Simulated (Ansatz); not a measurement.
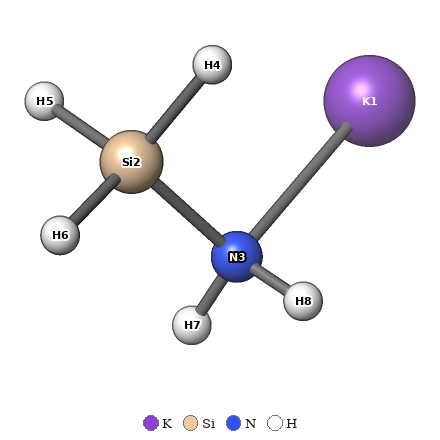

The system is H₅KNSi, charge +1; the picture shows the reference structure. 
- First axis: separation of N3 and K1 along their line in the relaxed pair. Second axis: sideways slip of K1.
- Nothing is relaxed (both partners rigid).
- Grid: 15 × 15 points.
- Points are written as (first, second).
- Energies are in eV, from the lowest grid point.
- Computed with Ansatz 0.2.0, RHF/def2-SVPD.

Its coordinates:

```xyz
8

K     2.3460    0.9983   -1.7083
Si   -0.9562   -0.1573   -0.0503
N     0.7457   -0.0170    0.4569
H    -1.3629    1.2041   -0.4644
H    -0.9511   -1.0661   -1.2183
H    -1.8412   -0.6702    1.0113
H     1.1466   -0.8980    0.7354
H     0.8730    0.6063    1.2377
```

Range: separation of N3 and K1 along their line in the relaxed pair from 2.417 to 5.017 Å; sideways slip of K1 from −1.500 to 1.500 Å.

**Predict the map.**

The lowest grid point is at (2.867 Å, 0.000 Å). No other kind of well shows on this grid. The highest grid point, (5.017 Å, −1.500 Å), lies 0.516 eV above the lowest. Round the minimum the two coordinates are weakly coupled (coupling −0.07 in units of the two stiffnesses).

```tsv
second ↓, first →	2.417	2.482	2.588	2.718	2.867	3.032	3.211	3.402	3.605	3.818	4.040	4.272	4.512	4.761	5.017
1.500	0.248	0.207	0.164	0.142	0.143	0.164	0.198	0.239	0.283	0.327	0.368	0.406	0.440	0.470	0.496
1.286	0.227	0.180	0.131	0.105	0.106	0.128	0.165	0.211	0.260	0.307	0.352	0.393	0.430	0.462	0.490
1.071	0.225	0.168	0.108	0.075	0.072	0.095	0.135	0.185	0.237	0.289	0.337	0.381	0.420	0.455	0.484
0.857	0.242	0.171	0.096	0.052	0.045	0.067	0.109	0.162	0.218	0.273	0.324	0.371	0.412	0.448	0.480
0.643	0.274	0.188	0.095	0.038	0.024	0.044	0.087	0.142	0.202	0.260	0.314	0.362	0.406	0.444	0.476
0.429	0.310	0.209	0.099	0.031	0.010	0.028	0.072	0.128	0.190	0.250	0.306	0.357	0.401	0.440	0.474
0.214	0.337	0.226	0.104	0.028	0.003	0.019	0.062	0.120	0.183	0.245	0.302	0.353	0.399	0.439	0.473
0.000	0.343	0.229	0.105	0.026	0.000	0.016	0.060	0.118	0.182	0.244	0.301	0.353	0.399	0.439	0.473
−0.214	0.322	0.215	0.098	0.025	0.002	0.020	0.065	0.123	0.186	0.248	0.305	0.356	0.402	0.442	0.475
−0.429	0.279	0.186	0.086	0.026	0.010	0.032	0.077	0.135	0.196	0.256	0.312	0.363	0.407	0.446	0.479
−0.643	0.226	0.152	0.074	0.030	0.025	0.050	0.096	0.152	0.212	0.270	0.323	0.372	0.414	0.452	0.484
−0.857	0.175	0.122	0.069	0.042	0.047	0.076	0.122	0.176	0.232	0.287	0.337	0.383	0.424	0.460	0.491
−1.071	0.140	0.106	0.074	0.064	0.077	0.109	0.154	0.205	0.257	0.308	0.355	0.397	0.436	0.469	0.498
−1.286	0.127	0.108	0.094	0.095	0.115	0.148	0.190	0.237	0.285	0.331	0.374	0.413	0.449	0.480	0.507
−1.500	0.137	0.129	0.126	0.136	0.158	0.191	0.230	0.272	0.315	0.356	0.395	0.431	0.463	0.491	0.516
```

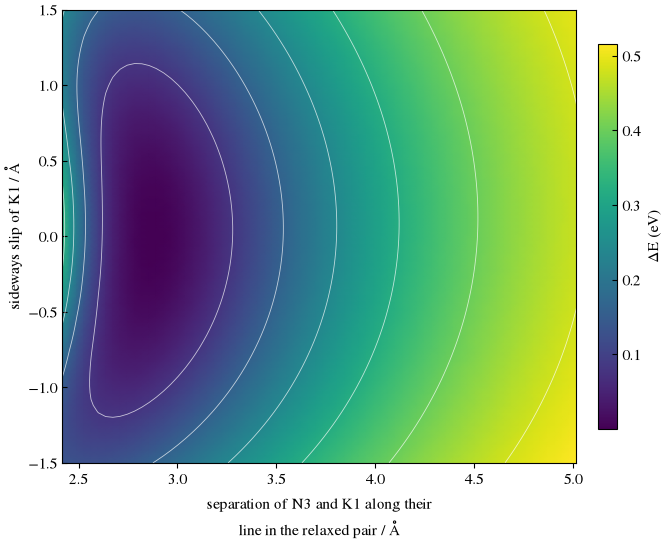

The picture shows a smooth colour map with a few white contour lines. Between grid points the surface is interpolated.

The whole map (225 points run) took 16 min on 1 thread of Arm Neoverse N1, with other jobs on the host.
